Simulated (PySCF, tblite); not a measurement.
# CH5NOSi: dynamics, then NMR shifts and electronic excitations on frames, part 2 of 2

tblite 0.8.0 and PySCF 2.14.0. Atoms count from 0. Earlier steps stand in the parts before.

### Step 7. Shielding tensors: 625 fs, PBE0/pcSseg-1

What the job is given:

```
{"job": {"kind": "nmr", "xc": "PBE0", "basis": "pcSseg-1", "pop": false}, "charge": 0, "multiplicity": 1}
N     -1.745500    -0.997900     0.797500
Si    -1.052200     0.243000    -0.213500
C      0.859100     0.292300     0.356300
O      1.809700     0.141800    -0.401000
H     -2.761100    -1.176300     0.780200
H     -1.433200    -1.928300     0.775700
H     -1.730400     1.401600     0.387600
H     -0.909300     0.163900    -1.694000
H      1.087500     0.595200     1.397800
```

With the program's defaults for keys left out, this is: GIAO PBE0/pcSseg-1 NMR shielding, non-relativistic, gas phase.

Log:

```text
coarse grid: 7960 points
cycle   1  E = -460.0587366776  dE =  2.874e-01  |g| = 7.996e-01  |ddm| = 2.625e+00
cycle   2  E = -459.6219419340  dE =  4.368e-01  |g| = 1.672e+00  |ddm| = 1.779e+00
cycle   3  E = -460.1837141341  dE = -5.618e-01  |g| = 1.633e-01  |ddm| = 1.348e+00
cycle   4  E = -460.1879815762  dE = -4.267e-03  |g| = 8.756e-02  |ddm| = 1.738e-01
cycle   5  E = -460.1894883724  dE = -1.507e-03  |g| = 1.327e-02  |ddm| = 7.064e-02
cycle   6  E = -460.1895272153  dE = -3.884e-05  |g| = 4.020e-03  |ddm| = 1.216e-02
cycle   7  E = -460.1895304959  dE = -3.281e-06  |g| = 1.208e-03  |ddm| = 4.351e-03
final grid: 72200 points
cycle   8  E = -460.2199464743  dE =  6.253e-06  |g| = 1.222e-02  |ddm| = 1.271e-02
cycle   9  E = -460.2198560349  dE =  9.044e-05  |g| = 2.499e-02  |ddm| = 2.045e-02
cycle  10  E = -460.2199737682  dE = -1.177e-04  |g| = 1.749e-03  |ddm| = 1.429e-02
cycle  11  E = -460.2199743603  dE = -5.921e-07  |g| = 2.334e-04  |ddm| = 1.300e-03
cycle  12  E = -460.2199743720  dE = -1.172e-08  |g| = 6.963e-05  |ddm| = 2.959e-04
cycle  13  E = -460.2199743731  dE = -1.110e-09  |g| = 1.715e-05  |ddm| = 7.391e-05
cycle  14  E = -460.2199743732  dE = -7.196e-11  |g| = 2.838e-06  |ddm| = 1.790e-05
converged SCF energy = -460.2199743732

GIAO shielding tensors (ppm)
atom      isotropic    diamagn.    paramagn.     s11        s22        s33       span
  0 N      262.443     313.245     -50.802    241.633    250.460    295.238     53.605
  1 Si     391.652     878.334    -486.682    349.686    405.871    419.398     69.712
  2 C      -67.622     252.661    -320.283   -189.753   -101.677     88.564    278.316
  3 O     -654.923     399.669   -1054.592  -1748.599   -605.915    389.744   2138.343
  4 H       30.930      27.628       3.301     24.161     26.796     41.832     17.671
  5 H       32.502      32.451       0.052     25.294     27.508     44.705     19.412
  6 H       26.334      28.555      -2.221     22.423     25.638     30.939      8.516
  7 H       26.739      28.362      -1.623     23.990     24.627     31.601      7.612
  8 H       19.322      28.975      -9.653     14.178     20.568     23.219      9.042
```

It took 12 s on 1 thread of Intel Xeon at 2.50GHz, shared host; peak memory 0.46 GiB.

Key values: δ C2 254.5, N0 5.3, Si1 -42.5, O3 991.0, H8 12.40, H6 5.38 ppm.

### Step 8. TDDFT and polarisability: 625 fs, PBE0/def2-SVPD

Settings changed since step 7:

```diff
@@ -1,2 +1,2 @@
-{"job": {"kind": "nmr", "xc": "PBE0", "basis": "pcSseg-1", "pop": false}, "charge": 0, "multiplicity": 1}
+{"job": {"kind": "uv", "xc": "PBE0", "basis": "def2-SVPD", "nstates": 5, "ntriplets": 0}, "charge": 0, "multiplicity": 1}
 N     -1.745500    -0.997900     0.797500
```

Level: TDDFT PBE0/def2-SVPD, vertical, gas phase, core orbitals frozen in the response.

Log:

```text
coarse grid: 7960 points
cycle   1  E = -459.8613034933  dE =  2.550e-01  |g| = 7.581e-01  |ddm| = 3.385e+00
cycle   2  E = -459.4141631126  dE =  4.471e-01  |g| = 1.651e+00  |ddm| = 2.195e+00
cycle   3  E = -459.9797740211  dE = -5.656e-01  |g| = 1.566e-01  |ddm| = 1.473e+00
cycle   4  E = -459.9838133472  dE = -4.039e-03  |g| = 8.400e-02  |ddm| = 2.557e-01
cycle   5  E = -459.9852980143  dE = -1.485e-03  |g| = 1.088e-02  |ddm| = 1.024e-01
cycle   6  E = -459.9853262466  dE = -2.823e-05  |g| = 3.200e-03  |ddm| = 1.241e-02
cycle   7  E = -459.9853284539  dE = -2.207e-06  |g| = 1.067e-03  |ddm| = 4.201e-03
final grid: 72200 points
cycle   8  E = -460.0457103460  dE =  4.495e-06  |g| = 1.122e-02  |ddm| = 3.547e-02
cycle   9  E = -460.0456276204  dE =  8.273e-05  |g| = 2.326e-02  |ddm| = 2.551e-02
cycle  10  E = -460.0457347862  dE = -1.072e-04  |g| = 1.701e-03  |ddm| = 1.665e-02
cycle  11  E = -460.0457353899  dE = -6.037e-07  |g| = 1.811e-04  |ddm| = 1.767e-03
cycle  12  E = -460.0457353982  dE = -8.303e-09  |g| = 7.052e-05  |ddm| = 4.244e-04
cycle  13  E = -460.0457353994  dE = -1.199e-09  |g| = 1.605e-05  |ddm| = 9.014e-05
cycle  14  E = -460.0457353995  dE = -7.822e-11  |g| = 2.601e-06  |ddm| = 2.545e-05
converged SCF energy = -460.0457353995

Static polarisability (au): isotropic 52.643, principal 44.251 51.481 62.196

Singlet excitations
state   eV       nm        f      main configurations
  1   3.0508    406.4   0.00109   H->L 0.97
  2   5.1732    239.7   0.00558   H-1->L 0.98
  3   6.0597    204.6   0.00450   H->L+1 0.88
  4   6.2249    199.2   0.04353   H->L+2 0.95
  5   6.8817    180.2   0.01963   H->L+3 0.82, H->L+4 0.11
```

Run time: 17 s. Hardware: 1 thread of Intel Xeon at 2.50GHz, shared host; peak memory 0.55 GiB.

This run: HOMO -6.87 eV, LUMO -1.66 eV; lowest singlet 3.05 eV.

### Step 9. Nuclear shieldings: 800 fs, PBE0/pcSseg-1

What the job is given:

```
{"job": {"kind": "nmr", "xc": "PBE0", "basis": "pcSseg-1", "pop": false}, "charge": 0, "multiplicity": 1}
N     -2.434300    -0.283600     0.898500
Si    -1.387800     0.455400    -0.361300
C      0.197200     0.703600     0.605100
O      1.326800     0.697900     0.196000
H     -1.945900    -0.414400     1.799300
H     -2.793900    -1.212600     0.714900
H     -1.893800     1.762300    -0.886400
H     -0.890400    -0.385600    -1.456100
H      0.015800     0.990100     1.739700
```

With the program's defaults for keys left out, this is: GIAO PBE0/pcSseg-1 NMR shielding, non-relativistic, gas phase.

Log:

```text
coarse grid: 7960 points
cycle   1  E = -460.0644051438  dE =  3.129e-01  |g| = 7.777e-01  |ddm| = 2.629e+00
cycle   2  E = -459.6546647531  dE =  4.097e-01  |g| = 1.627e+00  |ddm| = 1.724e+00
cycle   3  E = -460.1825923893  dE = -5.279e-01  |g| = 1.525e-01  |ddm| = 1.268e+00
cycle   4  E = -460.1861480477  dE = -3.556e-03  |g| = 8.496e-02  |ddm| = 1.704e-01
cycle   5  E = -460.1875770367  dE = -1.429e-03  |g| = 1.304e-02  |ddm| = 7.042e-02
cycle   6  E = -460.1876133005  dE = -3.626e-05  |g| = 4.333e-03  |ddm| = 1.237e-02
cycle   7  E = -460.1876174052  dE = -4.105e-06  |g| = 1.045e-03  |ddm| = 4.613e-03
final grid: 72200 points
cycle   8  E = -460.2180208569  dE =  5.002e-06  |g| = 1.216e-02  |ddm| = 1.389e-02
cycle   9  E = -460.2179349986  dE =  8.586e-05  |g| = 2.455e-02  |ddm| = 2.046e-02
cycle  10  E = -460.2180479891  dE = -1.130e-04  |g| = 1.570e-03  |ddm| = 1.416e-02
cycle  11  E = -460.2180484734  dE = -4.844e-07  |g| = 2.061e-04  |ddm| = 1.194e-03
cycle  12  E = -460.2180484822  dE = -8.749e-09  |g| = 7.596e-05  |ddm| = 2.909e-04
cycle  13  E = -460.2180484836  dE = -1.398e-09  |g| = 1.531e-05  |ddm| = 8.181e-05
cycle  14  E = -460.2180484836  dE = -5.923e-11  |g| = 2.196e-06  |ddm| = 1.571e-05
converged SCF energy = -460.2180484836

GIAO shielding tensors (ppm)
atom      isotropic    diamagn.    paramagn.     s11        s22        s33       span
  0 N      267.190     318.062     -50.872    244.465    256.322    300.784     56.319
  1 Si     402.367     879.991    -477.624    331.667    410.239    465.194    133.526
  2 C      -57.261     253.006    -310.266   -175.020    -74.320     77.558    252.579
  3 O     -603.199     400.921   -1004.120  -1656.282   -536.411    383.095   2039.377
  4 H       30.436      31.486      -1.049     23.257     26.072     41.979     18.722
  5 H       31.148      29.810       1.338     23.985     26.743     42.715     18.730
  6 H       26.623      28.062      -1.440     22.767     25.450     31.651      8.884
  7 H       27.189      29.989      -2.800     24.281     25.461     31.824      7.543
  8 H       19.026      28.199      -9.173     13.919     19.556     23.603      9.684
```

Run time: 11 s. Hardware: 1 thread of Intel Xeon at 2.50GHz, shared host; peak memory 0.46 GiB.

Key values: δ C2 244.2, N0 0.5, Si1 -53.2, O3 939.3, H8 12.69, H6 5.09 ppm.

### Step 10. Ultraviolet spectrum: 800 fs, PBE0/def2-SVPD

Settings changed since step 9:

```diff
@@ -1,2 +1,2 @@
-{"job": {"kind": "nmr", "xc": "PBE0", "basis": "pcSseg-1", "pop": false}, "charge": 0, "multiplicity": 1}
+{"job": {"kind": "uv", "xc": "PBE0", "basis": "def2-SVPD", "nstates": 5, "ntriplets": 0}, "charge": 0, "multiplicity": 1}
 N     -2.434300    -0.283600     0.898500
```

Level: TDDFT PBE0/def2-SVPD, vertical, gas phase, core orbitals frozen in the response.

Log:

```text
coarse grid: 7960 points
cycle   1  E = -459.8666829762  dE =  2.820e-01  |g| = 7.369e-01  |ddm| = 3.328e+00
cycle   2  E = -459.4508445100  dE =  4.158e-01  |g| = 1.602e+00  |ddm| = 2.226e+00
cycle   3  E = -459.9788448535  dE = -5.280e-01  |g| = 1.420e-01  |ddm| = 1.483e+00
cycle   4  E = -459.9819430483  dE = -3.098e-03  |g| = 8.175e-02  |ddm| = 2.326e-01
cycle   5  E = -459.9833628045  dE = -1.420e-03  |g| = 1.065e-02  |ddm| = 1.034e-01
cycle   6  E = -459.9833885834  dE = -2.578e-05  |g| = 3.739e-03  |ddm| = 1.324e-02
cycle   7  E = -459.9833919335  dE = -3.350e-06  |g| = 9.164e-04  |ddm| = 5.049e-03
final grid: 72200 points
cycle   8  E = -460.0437229960  dE =  1.734e-06  |g| = 1.127e-02  |ddm| = 3.424e-02
cycle   9  E = -460.0436436843  dE =  7.931e-05  |g| = 2.297e-02  |ddm| = 2.588e-02
cycle  10  E = -460.0437476072  dE = -1.039e-04  |g| = 1.544e-03  |ddm| = 1.737e-02
cycle  11  E = -460.0437481090  dE = -5.018e-07  |g| = 1.891e-04  |ddm| = 1.726e-03
cycle  12  E = -460.0437481173  dE = -8.345e-09  |g| = 8.034e-05  |ddm| = 4.130e-04
cycle  13  E = -460.0437481190  dE = -1.639e-09  |g| = 1.553e-05  |ddm| = 9.993e-05
cycle  14  E = -460.0437481190  dE = -6.617e-11  |g| = 2.980e-06  |ddm| = 2.473e-05
converged SCF energy = -460.0437481190

Static polarisability (au): isotropic 52.537, principal 43.661 53.641 60.309

Singlet excitations
state   eV       nm        f      main configurations
  1   3.1073    399.0   0.00081   H->L 0.96
  2   5.2245    237.3   0.02477   H-1->L 0.95
  3   5.8163    213.2   0.01550   H->L+1 0.94
  4   6.2754    197.6   0.02356   H->L+2 0.98
  5   6.7158    184.6   0.01854   H-1->L+1 0.91
```

It took 16 s on 1 thread of Intel Xeon at 2.50GHz, shared host; peak memory 0.56 GiB.

Key values: HOMO -6.99 eV, LUMO -1.75 eV; lowest singlet 3.11 eV.

### Step 11. Nuclear shieldings: 1000 fs, PBE0/pcSseg-1

What the job is given:

```
{"job": {"kind": "nmr", "xc": "PBE0", "basis": "pcSseg-1", "pop": false}, "charge": 0, "multiplicity": 1}
N     -2.968000     0.483900     0.664000
Si    -1.533300     0.392900    -0.267100
C     -0.077800     0.973100     0.736000
O      0.958000     1.515100     0.436100
H     -3.164700     0.813100     1.697500
H     -3.867900     0.332900     0.201300
H     -1.678700     1.245600    -1.422500
H     -1.272500    -0.925800    -0.807700
H     -0.118700     0.559100     1.748000
```

Level: GIAO PBE0/pcSseg-1 NMR shielding, non-relativistic, gas phase.

Log:

```text
coarse grid: 7960 points
cycle   1  E = -460.0614000482  dE =  3.836e-01  |g| = 7.691e-01  |ddm| = 2.661e+00
cycle   2  E = -459.6798181029  dE =  3.816e-01  |g| = 1.580e+00  |ddm| = 1.605e+00
cycle   3  E = -460.1776295250  dE = -4.978e-01  |g| = 1.467e-01  |ddm| = 1.176e+00
cycle   4  E = -460.1809682712  dE = -3.339e-03  |g| = 8.026e-02  |ddm| = 1.485e-01
cycle   5  E = -460.1822263062  dE = -1.258e-03  |g| = 1.214e-02  |ddm| = 6.510e-02
cycle   6  E = -460.1822586642  dE = -3.236e-05  |g| = 3.651e-03  |ddm| = 1.147e-02
cycle   7  E = -460.1822613153  dE = -2.651e-06  |g| = 1.010e-03  |ddm| = 3.602e-03
final grid: 72200 points
cycle   8  E = -460.2123672853  dE =  1.681e-06  |g| = 1.161e-02  |ddm| = 1.298e-02
cycle   9  E = -460.2122903695  dE =  7.692e-05  |g| = 2.329e-02  |ddm| = 1.862e-02
cycle  10  E = -460.2123919702  dE = -1.016e-04  |g| = 1.647e-03  |ddm| = 1.289e-02
cycle  11  E = -460.2123925081  dE = -5.379e-07  |g| = 1.996e-04  |ddm| = 1.207e-03
cycle  12  E = -460.2123925159  dE = -7.805e-09  |g| = 8.242e-05  |ddm| = 2.617e-04
cycle  13  E = -460.2123925175  dE = -1.578e-09  |g| = 1.427e-05  |ddm| = 7.767e-05
cycle  14  E = -460.2123925175  dE = -4.968e-11  |g| = 2.112e-06  |ddm| = 1.503e-05
converged SCF energy = -460.2123925175

GIAO shielding tensors (ppm)
atom      isotropic    diamagn.    paramagn.     s11        s22        s33       span
  0 N      261.712     314.244     -52.531    221.923    242.602    320.612     98.689
  1 Si     411.630     879.211    -467.581    349.444    399.847    485.601    136.157
  2 C      -64.102     253.448    -317.549   -199.257    -94.603    101.555    300.813
  3 O     -676.176     399.225   -1075.401  -1891.300   -578.772    441.544   2332.844
  4 H       28.111      25.566       2.545     21.620     24.345     38.369     16.749
  5 H       30.890      26.838       4.052     23.123     27.515     42.033     18.910
  6 H       27.270      29.527      -2.257     23.508     25.730     32.571      9.063
  7 H       26.854      30.070      -3.216     22.508     25.905     32.147      9.639
  8 H       19.185      30.616     -11.430     13.362     20.214     23.980     10.618
```

Run time: 12 s. Hardware: 1 thread of Intel Xeon at 2.50GHz, shared host; peak memory 0.46 GiB.

Key values: δ C2 251.0, N0 6.0, Si1 -62.5, O3 1012.3, H8 12.53, H7 4.86 ppm.

### Step 12. Ultraviolet spectrum: 1000 fs, PBE0/def2-SVPD

Settings changed since step 11:

```diff
@@ -1,2 +1,2 @@
-{"job": {"kind": "nmr", "xc": "PBE0", "basis": "pcSseg-1", "pop": false}, "charge": 0, "multiplicity": 1}
+{"job": {"kind": "uv", "xc": "PBE0", "basis": "def2-SVPD", "nstates": 5, "ntriplets": 0}, "charge": 0, "multiplicity": 1}
 N     -2.968000     0.483900     0.664000
```

Method: TDDFT PBE0/def2-SVPD, vertical, gas phase, core orbitals frozen in the response.

Log:

```text
coarse grid: 7960 points
cycle   1  E = -459.8632015794  dE =  3.528e-01  |g| = 7.303e-01  |ddm| = 3.505e+00
cycle   2  E = -459.4687911512  dE =  3.944e-01  |g| = 1.565e+00  |ddm| = 1.850e+00
cycle   3  E = -459.9737281421  dE = -5.049e-01  |g| = 1.387e-01  |ddm| = 1.352e+00
cycle   4  E = -459.9766855115  dE = -2.957e-03  |g| = 7.899e-02  |ddm| = 1.597e-01
cycle   5  E = -459.9780037311  dE = -1.318e-03  |g| = 9.693e-03  |ddm| = 6.952e-02
cycle   6  E = -459.9780254666  dE = -2.174e-05  |g| = 3.097e-03  |ddm| = 1.104e-02
cycle   7  E = -459.9780275747  dE = -2.108e-06  |g| = 8.806e-04  |ddm| = 3.945e-03
final grid: 72200 points
cycle   8  E = -460.0379080564  dE =  1.007e-06  |g| = 1.078e-02  |ddm| = 4.068e-02
cycle   9  E = -460.0378365381  dE =  7.152e-05  |g| = 2.185e-02  |ddm| = 2.215e-02
cycle  10  E = -460.0379305682  dE = -9.403e-05  |g| = 1.634e-03  |ddm| = 1.531e-02
cycle  11  E = -460.0379311358  dE = -5.677e-07  |g| = 1.838e-04  |ddm| = 1.369e-03
cycle  12  E = -460.0379311436  dE = -7.779e-09  |g| = 7.425e-05  |ddm| = 3.052e-04
cycle  13  E = -460.0379311450  dE = -1.351e-09  |g| = 1.392e-05  |ddm| = 9.383e-05
cycle  14  E = -460.0379311450  dE = -5.593e-11  |g| = 2.638e-06  |ddm| = 2.109e-05
converged SCF energy = -460.0379311450

Static polarisability (au): isotropic 50.896, principal 42.539 50.340 59.809

Singlet excitations
state   eV       nm        f      main configurations
  1   3.0176    410.9   0.00073   H->L 0.97
  2   4.5709    271.2   0.00509   H-1->L 0.98
  3   6.0616    204.5   0.00943   H->L+1 0.83, H-1->L+1 0.13
  4   6.2501    198.4   0.01632   H-1->L+1 0.85, H->L+1 0.12
  5   6.6103    187.6   0.01971   H->L+2 0.95
```

Wall time 14 s (1 thread of Intel Xeon at 2.50GHz, shared host); peak memory 0.56 GiB.

Key values: HOMO -7.10 eV, LUMO -1.86 eV; lowest singlet 3.02 eV.

### Step 13. Run by run: NMR shifts

Shifts (ppm) of some atoms, chosen among heavy atoms and hydrogens apart, with basis size and wall time:

| frame | C2 | H6 | H5 | H4 | N0 | Si1 | O3 | functions | time |
| --- | --- | --- | --- | --- | --- | --- | --- | --- | --- |
| 250 fs | 230.3 | 4.91 | -0.65 | -1.07 | -9.4 | -44.9 | 882.3 | 100 | 18 s |
| 425 fs | 251.6 | 4.80 | 1.34 | 0.58 | -0.5 | -37.8 | 959.6 | 100 | 12 s |
| 625 fs | 254.5 | 5.38 | -0.79 | 0.79 | 5.3 | -42.5 | 991.0 | 100 | 12 s |
| 800 fs | 244.2 | 5.09 | 0.57 | 1.28 | 0.5 | -53.2 | 939.3 | 100 | 11 s |
| 1000 fs | 251.0 | 4.45 | 0.83 | 3.61 | 6.0 | -62.5 | 1012.3 | 100 | 12 s |

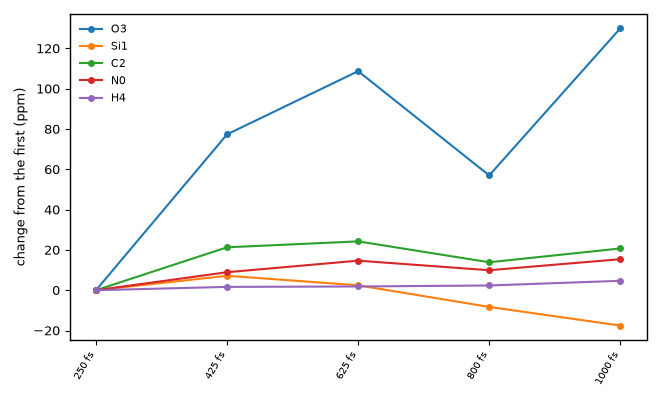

How five of the tabulated atoms move from run to run.

### Step 14. Run by run: electronic excitations

Excitations and ground-state properties, with basis size and wall time:

| frame | lowest singlet (eV) | brightest (eV) | f | gap (eV) | α (Å³) | μ (D) | functions | time |
| --- | --- | --- | --- | --- | --- | --- | --- | --- |
| 250 fs | 3.31 | 6.32 | 0.058 | 5.44 | 7.75 | 3.00 | 127 | 21 s |
| 425 fs | 3.02 | 5.75 | 0.033 | 5.16 | 7.74 | 3.52 | 127 | 15 s |
| 625 fs | 3.05 | 6.22 | 0.044 | 5.21 | 7.80 | 3.29 | 127 | 17 s |
| 800 fs | 3.11 | 5.22 | 0.025 | 5.24 | 7.79 | 2.52 | 127 | 16 s |
| 1000 fs | 3.02 | 6.61 | 0.020 | 5.25 | 7.54 | 3.56 | 127 | 14 s |

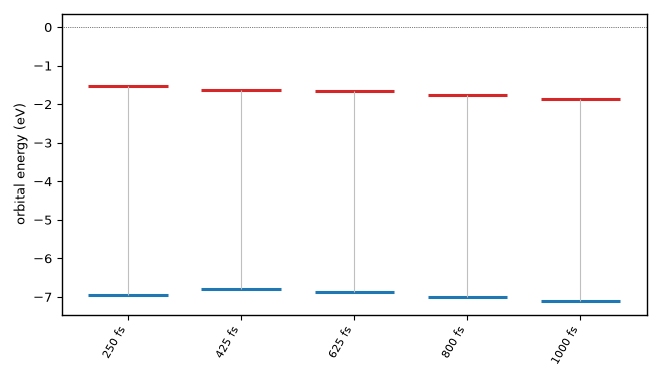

HOMO (blue) and LUMO (red) run by run.

### Step 15. Outcome

This closing draws on all 2 parts.

| quantity | value |
| --- | --- |
| thermostat | 400 K |
| mean temperature, second half | 390 K |
| mean potential energy above the minimum | 0.39 eV |
| ¹³C shifts against TMS (PBE0/pcSseg-1, 250 fs) | 230.3 ppm |
| ¹H shifts against TMS (PBE0/pcSseg-1, 250 fs) | 12.77, 5.06, 4.91, -0.65, -1.07 ppm |
| ¹⁵N shifts against NH3 (PBE0/pcSseg-1, 250 fs) | -9.4 ppm |
| ²⁹Si shifts against TMS (PBE0/pcSseg-1, 250 fs) | -44.9 ppm |
| ¹⁷O shifts against H2O (PBE0/pcSseg-1, 250 fs) | 882.3 ppm |
| potential on the surface of density 0.002 e/bohr³, 1st and 99th percentile | -1.45 V and 1.73 V |
| lowest singlet (PBE0/def2-SVPD, 250 fs) | 3.31 eV (375 nm), f = 0.001 |
| brightest single state of those computed | state 4, 6.32 eV, f = 0.058 |
| range of the shift of O3 | 882.3 to 1012.3 ppm |
| range of the lowest singlet | 3.02 to 3.31 eV |

In words: In the second half the potential energy averages 0.39 eV above the minimum; equipartition over 21 harmonic modes at 400 K would give 0.36 eV. With 9 atoms the temperature swings widely (177 to 616 K). Shifts at one fixed geometry are not the observed spectrum, which averages over the motion. In the first frame run (250 fs): The widest tensor belongs to O3: span 1869 ppm, with a paramagnetic part of -944 ppm. By nearest atom (PBE0/pcSseg-1), the HOMO sits on O3 45 %; H8 16 % and the LUMO on C2 42 %; O3 31 %. The lowest singlet, at 3.31 eV, is HOMO→LUMO 0.94 and is dark; of the 5 states computed, the strongest absorption comes from state 4 at 6.32 eV. In ppm, O3 moves most: its shift spreads over 130.0 ppm, from 882.3 (250 fs) to 1012.3 (1000 fs). The lowest singlet runs from 3.02 eV (1000 fs) to 3.31 eV (250 fs), while the orbital gap spans 5.16 to 5.44 eV. The lowest state need not be the same one in every run.
